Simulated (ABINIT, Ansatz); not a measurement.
## A GW chain in ABINIT: MoS2 (P6_3/mmc)

Wanted: ground state, empty states, screening and self-energy for MoS2 (P6_3/mmc).

Program: ABINIT 10.8.3. Level of theory: PBEsol and many-body steps on it, plane waves. Results are calculated unless marked as measured.

The database entry behind the starting cell differs from later determinations by our own check (about 0.3 % long), so it need not match the best structure at ambient conditions.

## 1. The starting structure

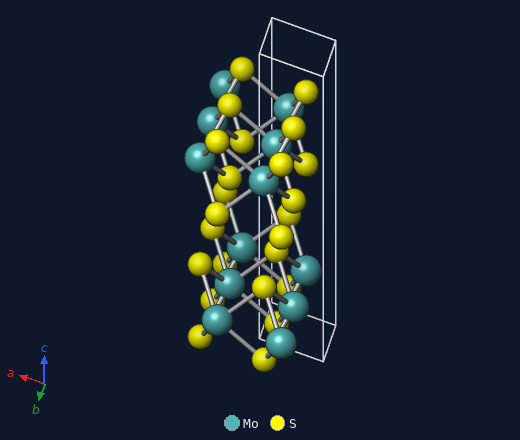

The cell as given, from a free direction (molybdenum teal, sulfur yellow). 2×3×1 cells are drawn.

The cell and positions come from the Crystallography Open Database and are kept as given unless a step says otherwise.

## 2. Ground state

This step: ABINIT 10.8.3; DFT, PBEsol, plane waves, norm-conserving pseudopotentials.

The ground-state density comes first.

Contents of run.abi:

```
acell 3*1.0 Angstrom
rprim 
  3.169000000004 -0.000000000001 0.000000000000
  -1.584500000001 2.744434504597 0.000000000000
  0.000000000000 0.000000000000 12.324000000000
ntypat 2
znucl 42 16
natom 6
typat 1 1 2 2 2 2
xred 
  0.333333333333 0.666666666667 0.250000000000
  0.666666666667 0.333333333333 0.750000000000
  0.333333333333 0.666666666667 0.623000000000
  0.666666666667 0.333333333333 0.123000000000
  0.333333333333 0.666666666667 0.877000000000
  0.666666666667 0.333333333333 0.377000000000
pp_dirpath "pseudos"
pseudos "Mo.upf, S.upf"
ecut 36
ngkpt 6 6 2
nshiftk 1
shiftk 0 0 0
kptopt 1
chksymbreak 0
nband 33
occopt 1
tolvrs 1e-10
nstep 60
prtwf 0
optforces 0
optstress 0
indata_prefix "in"
outdata_prefix "out"
tmpdata_prefix "tmp"
```

Command:

```sh
$ OMP_NUM_THREADS=1 mpirun -n 4 abinit run.abi > log
```

Numbers of over 12 decimals in the logs are rounded to 6 here.

What it wrote:

```text
.Version 10.8.3 of ABINIT. v10.8.2 released Aug 2026.

 Symmetries : space group P6_3/m m c (#194); Bravais hP (primitive hexag.)
================================================================================
 Values of the parameters that define the memory need of the present run
     intxc =       0    ionmov =       0      iscf =       7    lmnmax =       6
     lnmax =       6     mgfft =     128  mpssoang =       3    mqgrid =    6291
     natom =       6  nloc_mem =       1    nspden =       1   nspinor =       1
    nsppol =       1      nsym =      24    n1xccc =    2501    ntypat =       2
    occopt =       1   xclevel =       2
-    mband =          33        mffmem =           1         mkmem =           4
       mpw =        7490          nfft =      165888          nkpt =          14
================================================================================
  Rough estimation (10% accuracy) of disk space for files :
================================================================================

--------------------------------------------------------------------------------
------------- Echo of variables that govern the present computation ------------
--------------------------------------------------------------------------------
 -outvars: echo values of preprocessed input variables --------
            acell      1.8897261259E+00  1.8897261259E+00  1.8897261259E+00 Bohr

      chksymbreak           0
             ecut      3.60000000E+01 Hartree
-          fftalg         312

              ixc     -116133
              kpt      0.00000000E+00  0.00000000E+00  0.00000000E+00
                       1.66666667E-01  0.00000000E+00  0.00000000E+00
                       3.33333333E-01  0.00000000E+00  0.00000000E+00
                       5.00000000E-01  0.00000000E+00  0.00000000E+00
                       1.66666667E-01  1.66666667E-01  0.00000000E+00
                       3.33333333E-01  1.66666667E-01  0.00000000E+00
                       3.33333333E-01  3.33333333E-01  0.00000000E+00
                       0.00000000E+00  0.00000000E+00  5.00000000E-01
                       1.66666667E-01  0.00000000E+00  5.00000000E-01
                       3.33333333E-01  0.00000000E+00  5.00000000E-01
                       5.00000000E-01  0.00000000E+00  5.00000000E-01
[...]
kptrlatt        6    0    0      0    6    0      0    0    2
          kptrlen      3.59312526E+01
P           mkmem           4
            natom           6
            nband          33
            ngfft          36      36     128
             nkpt          14
            nstep          60
             nsym          24
           ntypat           2
              occ      2.000000  2.000000  2.000000  2.000000  2.000000  2.000000
                       2.000000  2.000000  2.000000  2.000000  2.000000  2.000000
                       2.000000  2.000000  2.000000  2.000000  2.000000  2.000000
                       2.000000  2.000000  2.000000  2.000000  2.000000  2.000000
                       2.000000  2.000000  0.000000  0.000000  0.000000  0.000000
[...]
optforces           0
        optstress           0
            prtwf           0
            rprim      3.1690000000E+00 -1.0000000000E-12  0.0000000000E+00
[...]
spgroup         194

           tolvrs      1.00000000E-10

             xred      3.3333333333E-01  6.6666666667E-01  2.5000000000E-01
[...]
znucl       42.00000   16.00000

================================================================================

 chkinp: Checking input parameters for consistency.

================================================================================
== DATASET  1 ==================================================================
-   mpi_nproc: 4, omp_nthreads: 1 (-1 if OMP is not activated)

--- !DatasetInfo
iteration_state: {dtset: 1, }
dimensions: {natom: 6, nkpt: 14, mband: 33, nsppol: 1, nspinor: 1, nspden: 1, mpw: 7490, }
cutoff_energies: {ecut:  36.0, pawecutdg:  -1.0, }
electrons: {nelect:   5.20000000E+01, charge:   0.00000000E+00, occopt:   1.00000000E+00, tsmear:   1.00000000E-02, }

 Real(R)+Recip(G) space primitive vectors, cartesian coordinates (Bohr,Bohr^-1):
 R(1)=  5.9885421  0.0000000  0.0000000  G(1)=  0.1669856  0.0964092  0.0000000
 R(2)= -2.9942710  5.1862296  0.0000000  G(2)=  0.0000000  0.1928183  0.0000000
 R(3)=  0.0000000  0.0000000 23.2889848  G(3)=  0.0000000  0.0000000  0.0429388
 Unit cell volume ucvol=  7.2330822E+02 bohr^3
 Angles (23,13,12)=  9.00000000E+01  9.00000000E+01  1.20000000E+02 degrees

 getcut: wavevector=  0.0000  0.0000  0.0000  ngfft=  36  36 128
         ecut(hartree)=     36.000   => boxcut(ratio)=   2.03490

--- Pseudopotential description ------------------------------------------------
- Mo Generated using ONCVPSP code by D. R. Hamann
- 42.00000  14.00000  180301                  znucl, zion, pspdat
12 -116133 2 -1 1640                          pspcod,pspxc,lmax,lloc,mmax
     nproj     2     2     2
  pspatm : epsatm=   15.94988793
         --- l  ekb(1:nproj) -->
[...]
pspatm: atomic psp has been read  and splines computed

- S Generated using ONCVPSP code by D. R. Hamann
- 16.00000   6.00000  180301                  znucl, zion, pspdat
12 -116133 2 -1 1146                          pspcod,pspxc,lmax,lloc,mmax
     nproj     2     2     2
  pspatm : epsatm=    8.71840686
         --- l  ekb(1:nproj) -->
[...]
pspatm: atomic psp has been read  and splines computed

   3.47221697E+03                                ecore*ucvol(ha*bohr**3)
--------------------------------------------------------------------------------

_setup2: Arith. and geom. avg. npw (full set) are    7464.403    7464.370

================================================================================

--- !BeginCycle
iteration_state: {dtset: 1, }
solver: {iscf: 7, nstep: 60, nline: 4, wfoptalg: 0, }
tolerances: {tolvrs: 1.00E-10, }

     iter   Etot(hartree)      deltaE(h)  residm     vres2
 ETOT  1  -184.28441965767    -1.843E+02 9.478E-02 3.137E+03
 ETOT  2  -182.49121353617     1.793E+00 3.757E-02 2.608E+04
 ETOT  3  -184.83026293480    -2.339E+00 1.042E-02 2.789E+00
 ETOT  4  -184.83230528162    -2.042E-03 3.515E-03 4.495E+00
 ETOT  5  -184.83261114808    -3.059E-04 4.042E-04 5.280E-01
 ETOT  6  -184.83266897886    -5.783E-05 4.814E-04 1.382E-01
 ETOT  7  -184.83267507841    -6.100E-06 2.497E-04 1.607E-03
 ETOT  8  -184.83267520982    -1.314E-07 3.517E-04 4.522E-06
 ETOT  9  -184.83267521099    -1.167E-09 1.801E-04 3.002E-06
 ETOT 10  -184.83267521122    -2.300E-10 2.442E-04 1.102E-07
 ETOT 11  -184.83267521124    -2.308E-11 1.224E-04 5.777E-09
 ETOT 12  -184.83267521125    -9.209E-12 1.887E-04 1.587E-10
 ETOT 13  -184.83267521124     5.116E-12 7.934E-05 2.076E-11

 At SCF step   13       vres2   =  2.08E-11 < tolvrs=  1.00E-10 =>converged.

--- !ResultsGS
iteration_state: {dtset: 1, }
comment   : Summary of ground state results
lattice_vectors:
- [  5.9885421,  -0.0000000,   0.0000000, ]
- [ -2.9942710,   5.1862296,   0.0000000, ]
- [  0.0000000,   0.0000000,  23.2889848, ]
lattice_lengths: [   5.98854,    5.98854,   23.28898, ]
lattice_angles: [ 90.000,  90.000, 120.000, ] # degrees, (23, 13, 12)
lattice_volume:   7.2330822E+02
convergence: {deltae:  5.116E-12, res2:  2.076E-11, residm:  7.934E-05, diffor:  0.000E+00, }
etotal    :  -1.84832675E+02
entropy   :   0.00000000E+00
fermie    :   3.08644635E-01
cartesian_stress_tensor: null
pressure_GPa: null
xred      :
- [  3.3333E-01,   6.6667E-01,   2.5000E-01, Mo]
- [  6.6667E-01,   3.3333E-01,   7.5000E-01, Mo]
- [  3.3333E-01,   6.6667E-01,   6.2300E-01,  S]
- [  6.6667E-01,   3.3333E-01,   1.2300E-01,  S]
- [  3.3333E-01,   6.6667E-01,   8.7700E-01,  S]
- [  6.6667E-01,   3.3333E-01,   3.7700E-01,  S]
cartesian_forces: null
force_length_stats: {min: null, max: null, mean: null, }

 Integrated electronic density in atomic spheres:
 ------------------------------------------------
 Atom  Sphere_radius  Integrated_density
[...]
================================================================================

 ----iterations are completed or convergence reached----

 Mean square residual over all n,k,spin=   47.439E-08; max=  79.343E-06
 reduced coordinates (array xred) for    6 atoms
[...]
0.666666666667      0.333333333333      0.750000000000
       0.333333333333      0.666666666667      0.623000000000
       0.666666666667      0.333333333333      0.123000000000
       0.333333333333      0.666666666667      0.877000000000
       0.666666666667      0.333333333333      0.377000000000
 rms dE/dt=  0.0000E+00; max dE/dt=  0.0000E+00; dE/dt below (all hartree)
    1       0.000000000000      0.000000000000      0.000000000000
    2       0.000000000000      0.000000000000      0.000000000000
    3       0.000000000000      0.000000000000      0.000000000000
    4       0.000000000000      0.000000000000      0.000000000000
    5       0.000000000000      0.000000000000      0.000000000000
    6       0.000000000000      0.000000000000      0.000000000000

 cartesian coordinates (angstrom) at end:
    1      6.7e-13     1.829623     3.081000
    2      1.584500     0.914812     9.243000
    3      6.7e-13     1.829623     7.677852
    4      1.584500     0.914812     1.515852
    5      6.7e-13     1.829623    10.808148
    6      1.584500     0.914812     4.646148
 length scales=  1.889726125908  1.889726125908  1.889726125908 bohr
              =  1.000000000000  1.000000000000  1.000000000000 angstroms
 prteigrs : about to open file out_EIG
 Fermi (or HOMO) energy (hartree) =   0.30864   Average Vxc (hartree)=  -0.40933
 Eigenvalues (hartree) for nkpt=  14  k points:
 kpt#   1, nband= 33, wtk=  0.01389, kpt=  0.0000  0.0000  0.0000 (reduced coord)
  -1.94923   -1.94923   -1.00052   -1.00052   -0.99182   -0.99182   -0.99182   -0.99182
  -0.24099   -0.23091   -0.19606   -0.17942    0.05456    0.09324    0.17893    0.18792
   0.18792    0.18840    0.18840    0.22846    0.22846    0.23018    0.23018    0.26514
   0.26561    0.30864    0.38561    0.38578    0.38663    0.38671    0.39220    0.39236
   0.39864
 prteigrs : prtvol=0 or 1, do not print more k-points.

--- !EnergyTerms
iteration_state     : {dtset: 1, }
comment             : Components of total free energy in Hartree
kinetic             :  5.98670185597917E+01
hartree             :  5.39247501108631E+01
xc                  : -3.31301634205193E+01
Ewald energy        : -1.19847493795111E+02
psp_core            :  4.80046661553859E+00
local_psp           : -1.73705974700070E+02
non_local_psp       :  2.32587214182631E+01
total_energy        : -1.84832675211244E+02
total_energy_eV     : -5.02955331605112E+03
band_energy         : -1.62397490977759E+01

== END DATASET(S) ==============================================================
================================================================================

 -outvars: echo values of variables after computation  --------
           etotal     -1.8483267521E+02
            nband          33
             nkpt          14
          spgroup         194
 [... the other variables as echoed above ...]

 Calculation completed.
```

Wall time 44 s (4 MPI ranks of Arm Neoverse V2, shared host); peak memory 0.5 GiB.

Numbers from this step:

```
total energy               : -5029.5533 eV
gap                        : 0.8460 eV
k of the valence top       : 0, 0, 0
k of the conduction bottom : 0.1667, 0.1667, 0
least direct gap           : 1.652 eV
```

The gap is indirect, with the least direct gap 0.81 eV higher.

## 3. Empty states on the mesh, 3×3×1 mesh, 220 bands

The sums over transitions need many empty states on a uniform mesh; this step solves for them.

Edit run.abi of step 2 so:

```diff
@@ -19,3 +19,3 @@
 ecut 36
-ngkpt 6 6 2
+ngkpt 3 3 1
 nshiftk 1
@@ -24,9 +24,10 @@
 chksymbreak 0
-nband 33
-occopt 1
-tolvrs 1e-10
+iscf -2
+irdden 1
+istwfk *1
+nband 220
+nbdbuf 20
+tolwfr 1e-09
 nstep 60
-prtwf 0
-optforces 0
-optstress 0
+prtvol 0
 indata_prefix "in"
```

What it wrote:

```text
.Version 10.8.3 of ABINIT. v10.8.2 released Aug 2026.

 Symmetries : space group P6_3/m m c (#194); Bravais hP (primitive hexag.)
[... echo of the input left out ...]
== DATASET  1 ==================================================================
-   mpi_nproc: 4, omp_nthreads: 1 (-1 if OMP is not activated)
-    --> not optimal distribution: autoparal keyword recommended in input file <--

--- !DatasetInfo
iteration_state: {dtset: 1, }
dimensions: {natom: 6, nkpt: 3, mband: 220, nsppol: 1, nspinor: 1, nspden: 1, mpw: 7476, }
cutoff_energies: {ecut:  36.0, pawecutdg:  -1.0, }
electrons: {nelect:   5.20000000E+01, charge:   0.00000000E+00, occopt:   1.00000000E+00, tsmear:   1.00000000E-02, }

 Real(R)+Recip(G) space primitive vectors, cartesian coordinates (Bohr,Bohr^-1):
 R(1)=  5.9885421  0.0000000  0.0000000  G(1)=  0.1669856  0.0964092  0.0000000
 R(2)= -2.9942710  5.1862296  0.0000000  G(2)=  0.0000000  0.1928183  0.0000000
 R(3)=  0.0000000  0.0000000 23.2889848  G(3)=  0.0000000  0.0000000  0.0429388
 Unit cell volume ucvol=  7.2330822E+02 bohr^3
 Angles (23,13,12)=  9.00000000E+01  9.00000000E+01  1.20000000E+02 degrees

 getcut: wavevector=  0.0000  0.0000  0.0000  ngfft=  36  36 128
         ecut(hartree)=     36.000   => boxcut(ratio)=   2.03490

--- Pseudopotential description ------------------------------------------------
- Mo Generated using ONCVPSP code by D. R. Hamann
- 42.00000  14.00000  180301                  znucl, zion, pspdat
12 -116133 2 -1 1640                          pspcod,pspxc,lmax,lloc,mmax
     nproj     2     2     2
  pspatm : epsatm=   15.94988793
         --- l  ekb(1:nproj) -->
             0   13.816922    1.348814
             1    7.998851    1.130086
             2    2.759390    0.956378
 pspatm: atomic psp has been read  and splines computed

- S Generated using ONCVPSP code by D. R. Hamann
- 16.00000   6.00000  180301                  znucl, zion, pspdat
12 -116133 2 -1 1146                          pspcod,pspxc,lmax,lloc,mmax
     nproj     2     2     2
  pspatm : epsatm=    8.71840686
         --- l  ekb(1:nproj) -->
[...]
pspatm: atomic psp has been read  and splines computed

--------------------------------------------------------------------------------

================================================================================
 prteigrs : about to open file out_EIG
 Non-SCF case, kpt    1 (  0.00000  0.00000  0.00000), residuals and eigenvalues=
  2.82E-10  3.81E-10  7.90E-10  6.18E-10  1.79E-10  2.14E-10  2.89E-10  8.73E-10
  1.06E-10  2.23E-10  1.67E-10  1.72E-10  2.44E-10  5.36E-10  1.99E-10  1.25E-10
  8.49E-10  4.43E-10  8.78E-10  1.56E-10  2.55E-10  3.04E-10  3.31E-10  2.14E-10
[...]
1.08E-04  1.54E-05  1.99E-04  1.19E-03
 -1.9492E+00 -1.9492E+00 -1.0005E+00 -1.0005E+00 -9.9182E-01 -9.9182E-01
 -9.9182E-01 -9.9182E-01 -2.4099E-01 -2.3091E-01 -1.9606E-01 -1.7942E-01
  5.4561E-02  9.3239E-02  1.7893E-01  1.8792E-01  1.8792E-01  1.8840E-01
[...]
2.8076E+00  2.8076E+00  2.8512E+00  2.8512E+00  2.8606E+00  2.8682E+00
  2.8778E+00  2.8778E+00  2.8912E+00  2.8956E+00  2.8956E+00  2.9211E+00
  2.9213E+00  2.9361E+00  2.9369E+00  2.9705E+00
 prteigrs : prtvol=0 or 1, do not print more k-points.

--- !ResultsGS
iteration_state: {dtset: 1, }
comment   : Summary of ground state results
lattice_vectors:
- [  5.9885421,  -0.0000000,   0.0000000, ]
- [ -2.9942710,   5.1862296,   0.0000000, ]
- [  0.0000000,   0.0000000,  23.2889848, ]
lattice_lengths: [   5.98854,    5.98854,   23.28898, ]
lattice_angles: [ 90.000,  90.000, 120.000, ] # degrees, (23, 13, 12)
lattice_volume:   7.2330822E+02
convergence: {deltae:  0.000E+00, res2:  0.000E+00, residm:  9.972E-10, diffor:  0.000E+00, }
etotal    :  -1.84832675E+02
entropy   :   0.00000000E+00
fermie    :   3.08644635E-01
cartesian_stress_tensor: null
pressure_GPa: null
xred      :
- [  3.3333E-01,   6.6667E-01,   2.5000E-01, Mo]
- [  6.6667E-01,   3.3333E-01,   7.5000E-01, Mo]
- [  3.3333E-01,   6.6667E-01,   6.2300E-01,  S]
- [  6.6667E-01,   3.3333E-01,   1.2300E-01,  S]
- [  3.3333E-01,   6.6667E-01,   8.7700E-01,  S]
- [  6.6667E-01,   3.3333E-01,   3.7700E-01,  S]
cartesian_forces: null
force_length_stats: {min: null, max: null, mean: null, }

 Integrated electronic density in atomic spheres:
 ------------------------------------------------
 Atom  Sphere_radius  Integrated_density
[...]
================================================================================

 ----iterations are completed or convergence reached----

 Mean square residual over all n,k,spin=   35.223E-11; max=  99.716E-11
 reduced coordinates (array xred) for    6 atoms
[...]
0.333333333333      0.666666666667      0.877000000000
       0.666666666667      0.333333333333      0.377000000000

 cartesian coordinates (angstrom) at end:
    1      6.7e-13     1.829623     3.081000
[...]
6      1.584500     0.914812     4.646148
 length scales=  1.889726125908  1.889726125908  1.889726125908 bohr
              =  1.000000000000  1.000000000000  1.000000000000 angstroms
 prteigrs : about to open file out_EIG
 Eigenvalues (hartree) for nkpt=   3  k points:
 kpt#   1, nband=220, wtk=  0.11111, kpt=  0.0000  0.0000  0.0000 (reduced coord)
[...]
2.79185    2.79185    2.80180    2.80753    2.80762    2.80762    2.85115    2.85115
   2.86057    2.86823    2.87780    2.87780    2.89120    2.89557    2.89558    2.92114
   2.92131    2.93614    2.93687    2.97053
 prteigrs : prtvol=0 or 1, do not print more k-points.

== END DATASET(S) ==============================================================
================================================================================

 -outvars: echo values of variables after computation  --------
            nband         220
             nkpt           3
          spgroup         194
 [... the other variables as echoed above ...]

 Calculation completed.
```

Run time: 74 s. Hardware: 4 MPI ranks; peak memory 0.44 GiB; 4.9 min of CPU time.

This step gave:

```
gap                                                           : 1.037 eV
k of the valence top                                          : 0, 0, 0
k of the conduction bottom                                    : 0.3333, 0.3333, 0
least direct gap                                              : 1.652 eV
k points computed                                             : 3
lowest point of the top converged band, above the valence top : 67.2012 eV
```

On this mesh the gap is 1.037 eV. The earlier step found 0.846 eV, so this mesh misses an edge.

(Continued in part 2 of 2.)

[Paths, hosts, dates, memory and timing lines, banners, echoed tables and standing remarks are left out of the program output.]

[Logs are printed without paths, hosts, clocks, repeated set-up lines and the standing remarks that a program may print on its own settings, such as how far it seeks lower states.]

[Runs of the session that timed out or met a known fault of the program may be left out.]

[Hosts, paths, dates, database ids (printed as entryN), source tags and the programs' standing remarks are cut or masked in the printed files.]

[G0W0 gaps are taken among the corrected bands and points alone; a level outside them can change the order at an edge.]

[Where Ansatz stands beside ABINIT at settings called matched, ABINIT's density can come from a denser mesh and the files from another edition; pairs whose starting gaps differed by over 0.03 eV were left out, so agreement reads better than it is.]
